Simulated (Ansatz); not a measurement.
Profile along the Zr–Zr line in Zr (hcp, Mg type)

Zr (hcp, Mg type)

```cif
data_Zr2
_chemical_formula_sum 'Zr2'
_space_group_name_H-M_alt 'P63/mmc'
_space_group_IT_number 194
_space_group_name_Hall '-P 6c 2c'
_cell_length_a 3.18422
_cell_length_b 3.18422
_cell_length_c 5.11671
_cell_angle_alpha 90.000
_cell_angle_beta 90.000
_cell_angle_gamma 120.000
loop_
_atom_site_label
_atom_site_type_symbol
_atom_site_symmetry_multiplicity
_atom_site_Wyckoff_symbol
_atom_site_fract_x
_atom_site_fract_y
_atom_site_fract_z
_atom_site_occupancy
Zr1 Zr 2 d 0.66667 0.33333 0.25000 1
```

Fields along a shortest Zr–Zr line of a (1 -1 0 0) plane (3.18 Å), from Zr to Zr, interpolated on the slice's grid (step about 0.2 Å). These are PBEsol (plane waves to 420 eV, PAW, scalar-relativistic; Ansatz, a first-principles code) values and carry that method's errors. k mesh 17×17×9. Near the nuclei the fields are pseudised (PAW); where an atom keeps semicore shells as valence, they peak there. Zr is run without spin polarisation. Zr was relaxed with its symmetry unable to fall.

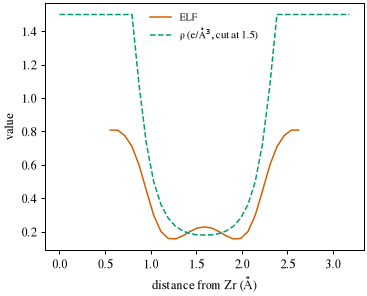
Fig. 1. ELF (away from the nuclei) and valence density from Zr to Zr.

Density on the Zr–Zr line (3.18 Å) at its midpoint: 0.18 e/Å³. ELF at that point: 0.2.
